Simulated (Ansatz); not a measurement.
# Decaying states in the gap of IBr2Cl, part 3 of 3

A new crystal, IBr2Cl: structure, gap and complex bands. It is built by putting I for part of the Cl in the BrCl structure of space group Cmc2_1, with the volume rescaled by atomic radii. The parent structure comes from the Materials Project.

Ansatz 0.2.0; PBEsol DFT, plane waves, PAW files (the session's first sound run).

So far, gap on path (eV): step 3 (the bulk crystal and its band edges, PBEsol) 1.29; step 5 (PBE) 1.35.

The structure was built from a prototype and need not be the compound's stable phase.

## 6. Complex bands at another level

This step: PBE DFT, plane waves, PAW files; complex bands by layer matching along the plane's normal (Ansatz 0.2.0).

The complex bands at that level, over its own gap, at (0, 0) and (-0.5, -0.5).

input.yaml

```yaml
crystal:
  lattice:
    - [4.256344145, 0.0, 0.0]
    - [1.66476167, 3.917273805, 0.0]
    - [-0.000514991, 0.000778429, 8.069099176]
  atoms:
    - { symbol: Br, position: [0.9933823601, 0.0066176399, 0.6191417209] }
    - { symbol: Br, position: [0.9935559862, 0.0064440138, 0.1307993429] }
    - { symbol: Cl, position: [0.6693766416, 0.3306233584, 0.3750273149] }
    - { symbol: I, position: [0.3436850121, 0.6563149879, 0.8750316213] }
kpoints:
  mp_grid: { grid: [6, 6, 4] }
scf:
  occupations: { method: fixed }
hamiltonian:
  xc: pbe
output:
  eigenvalues: true
  transmission:
    leads: [[0, 0]]
    kpoints: [[0.0, 0.0], [-0.5, -0.5]]
    e_range: [-1.0, 2.35]
    de: 0.08
```

Launch:

```console
> ansatz run input.yaml --threads 2 --pin off --max-ram 4096MiB --backend cpu --events-out ev --progress --plain --runs-dir out
```

Numbers of over 12 decimals in the logs are rounded to 6 here.

Output:

```text
[...]
Crystal: 4 atoms, lattice volume = 134.538 Å³
Basis set: ecut = 420 eV, 2619 PW (Γ)
Bands: 23, of which v1, the nominal top of the filled ones, is band 19 counted from 1 (18 counted from 0)
Symmetry: 2 space group operations
[...]
k-points: 47 of 144 (time reversal used)
[...]
SCF iter   1: F=—  HF=-14158.903279 eV  |F-HF|=—  |Δ(HF+E_count)|=         —  Δρ=1.90e-3  dr2=7.33e-3  ethr=1.77e-3  ⟨swp⟩=5.8  Hψ=4761  notcnv=0  defer=94
[...]
SCF iter   7: F=-14158.903663 eV  HF=-14158.903663 eV  |F-HF|=8.19e-9  |Δ(HF+E_count)|=   4.04e-7  Δρ=3.98e-6  dr2=2.23e-8  ethr=2.63e-10  ⟨swp⟩=9.3  Hψ=5071  notcnv=0
SCF 1 converged in 7 iterations: F = -14158.903663 eV  dr2 = 2.23e-8
[...]
transmission: 12 of 24 steps passed
transmission: 24 of 24 steps passed
SCF converged after 7 iterations
Free energy (F): -14158.903663 eV
[...]
Internal energy: -14158.903663 eV  (E = F + TS)
E sigma→0 (E₀):  -14158.903663 eV
Fermi energy:    2.817655 eV
[...]
--- Band table (eV; the first three rows and the last of 47) ---
  k-point 0: bands = [... 15 lower, 1.4628, 1.6822, 1.7187, 2.6311, 4.6913, 5.0732, 8.3511, 9.5925]
  k-point 1: bands = [... 15 lower, 1.4042, 1.4165, 1.9874, 2.5916, 4.4241, 4.8676, 8.5876, 9.7815]
  k-point 2: bands = [... 15 lower, 1.4484, 1.4698, 2.1314, 2.5372, 4.1941, 4.6212, 8.9388, 9.5939]
  k-point 46: bands = [... 15 lower, 1.2414, 1.5301, 1.9130, 2.1910, 4.1686, 4.4292, 10.0997, 11.0994]
--- Transmission ---
  basis      : 145 plane waves across, 12 finite elements along
  points     : 2, as listed
[...]
crystal 0  : Cl1Br2I1, at the sites [0, 0], period 8.0691 Å: whole cells are its period
[...]
channels       : 0.000000e0 a spin
[...]
slowest decay  : 0.2458 /Å at (-0.5000, -0.5000)
```

It took 7.1 s on 2 threads of AMD EPYC 9R45 (Zen 5), shared host; peak memory 0.53 GiB.

This step gave:

```yaml
level_to_which_the_leads_are_filled: 0.6755 eV from the Fermi level
decay_constant_at_the_filling_level_zone_centre: 0.2510 Å⁻¹
decay_constant_at_the_filling_level_slowest_listed_point: 0.2458 Å⁻¹
```

K parallel (0, 0); values up to 1.5 1/Å, a degenerate pair printed once or twice; energies at which all values exceed this have no row. Table of Im kz of the slowest decaying states by energy, zero at the highest filled level on the SCF mesh:

| energy (eV) | decay 1 (Å⁻¹) | decay 2 (Å⁻¹) | decay 3 (Å⁻¹) | decay 4 (Å⁻¹) |
| --- | --- | --- | --- | --- |
| -1.0000 | 0.213 | 0.318 | 1.32 | 1.40 |
| -0.7600 | 0.248 | 0.380 | 1.28 | 1.38 |
| -0.5200 | 0.160 | 0.267 | 0.422 | 1.25 |
| -0.2800 | 0.277 | 0.451 | 1.21 | 1.33 |
| -0.0400 | 0.280 | 0.333 | 0.473 | 1.17 |
| 0.2800 | 0.274 | 0.493 | 0.568 | 1.11 |
| 0.5200 | 0.263 | 0.504 | 0.703 | 1.04 |
| 0.7600 | 0.244 | 0.510 | 0.894 | 1.23 |
| 1.0000 | 0.215 | 0.515 | 0.910 | 1.21 |
| 1.2400 | 0.140 | 0.194 | 0.516 | 0.921 |
| 1.4800 | 0.166 | 0.516 | 0.929 | 1.16 |
| 1.7200 | 0.0938 | 0.513 | 0.933 | 1.14 |
| 1.9600 | 0.0915 | 0.509 | 0.934 | 1.12 |
| 2.2800 | 0.0645 | 0.168 | 0.501 | 0.932 |

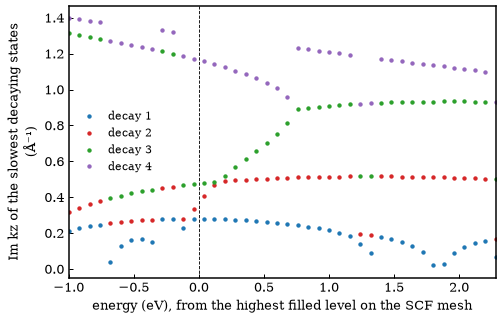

Im kz of the slowest decaying states, plotted against energy.

K parallel (-0.5, -0.5); values up to 1.5 1/Å, a degenerate pair printed once or twice; energies at which all values exceed this have no row. Table of Im kz of the slowest decaying states by energy, zero at the highest filled level on the SCF mesh:

| energy (eV) | decay 1 (Å⁻¹) | decay 2 (Å⁻¹) | decay 3 (Å⁻¹) | decay 4 (Å⁻¹) |
| --- | --- | --- | --- | --- |
| -1.0000 | 0.217 | 0.237 | 0.367 | - |
| -0.7600 | 0.0409 | 0.257 | 0.413 | - |
| -0.5200 | 0.273 | 0.446 | - | - |
| -0.2800 | 0.281 | 0.470 | - | - |
| -0.0400 | 0.282 | 0.487 | - | - |
| 0.2800 | 0.218 | 0.273 | 0.504 | - |
| 0.5200 | 0.259 | 0.290 | 0.513 | - |
| 0.7600 | 0.237 | 0.344 | 0.518 | - |
| 1.0000 | 0.203 | 0.387 | 0.522 | - |
| 1.2400 | 0.142 | 0.422 | 0.523 | 1.48 |
| 1.4800 | 0.0970 | 0.453 | 0.523 | 1.46 |
| 1.7200 | 0.0488 | 0.479 | 0.520 | 1.43 |
| 1.9600 | 0.169 | 0.502 | 0.517 | 1.41 |
| 2.2800 | 0.130 | 0.225 | 0.510 | 0.529 |

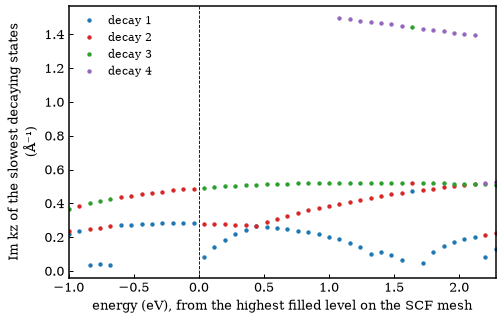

Im kz of the slowest decaying states against energy.

K parallel (-0.5, -0.5). Table of Re kz of states that move upwards by energy, zero at the highest filled level on the SCF mesh:

| energy (eV) | channel 1 (Å⁻¹) | channel 2 (Å⁻¹) |
| --- | --- | --- |
| -1.00 | 0.336 | - |
| -0.76 | - | - |
| -0.52 | -0.326 | - |
| -0.28 | -0.230 | - |
| -0.04 | -0.0847 | - |
| 0.04 | - | - |
| 0.28 | - | - |
| 0.52 | - | - |
| 0.76 | - | - |
| 1.00 | - | - |
| 1.24 | - | - |
| 1.56 | -0.156 | - |
| 1.80 | -0.245 | - |
| 2.04 | -0.125 | - |
| 2.28 | - | - |

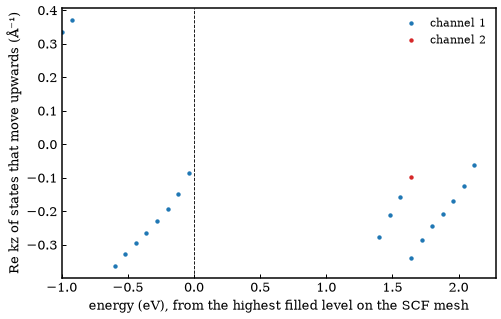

Re kz of states that move upwards, plotted against energy.

At the listed wavevectors the last open channel is at -0.04 eV and the next at +1.40 eV on the grid. At +0.68 eV, the grid energy nearest the filling level (the middle of the gap on the SCF mesh), the slowest state at the listed wavevectors decays with κ = 0.246 Å⁻¹, its amplitude falling by e over 4.1 Å; the first such run, plane (001), gave 0.236 Å⁻¹ over as many of its listed wavevectors.

## 7. Outcome

| Property | Result |
| --- | --- |
| band gap | 1.29 eV |
| least decay constant at mid-gap, normal to (001) | 0.211 Å⁻¹ |
| least decay constant, PBE | 0.246 Å⁻¹ |

In words: With PBEsol, the slowest decay at the wavevectors tried is κ = 0.211 Å⁻¹, normal to (001). Through such a film the transmission near mid-gap falls as exp(−2κd), a factor of ten every 5.5 Å. A free electron under a barrier of half the gap would need a mass of 0.26 mₑ to decay at this rate. The slowest decay isn't at the zone centre. With PBE the gap goes from 1.29 to 1.35 eV and the decay constant, over the first 2 listed wavevectors, from 0.236 to 0.246 Å⁻¹. The compound is made up by substitution; its stability against other phases and against distortions of the cell's symmetry was not tested. A semilocal functional narrows gaps, while spin-orbit coupling, left out here, narrows them in compounds of heavy elements, so the error in κ can go either way.

[Logs are printed without paths, hosts, clocks, repeated set-up lines and the standing remarks that a program may print on its own settings, such as how far it seeks lower states.]

[Hosts, paths, dates, database ids (printed as entryN), source tags and the programs' standing remarks are cut or masked in the printed files.]

[New means built here by substitution; the compound itself may be known and measured.]
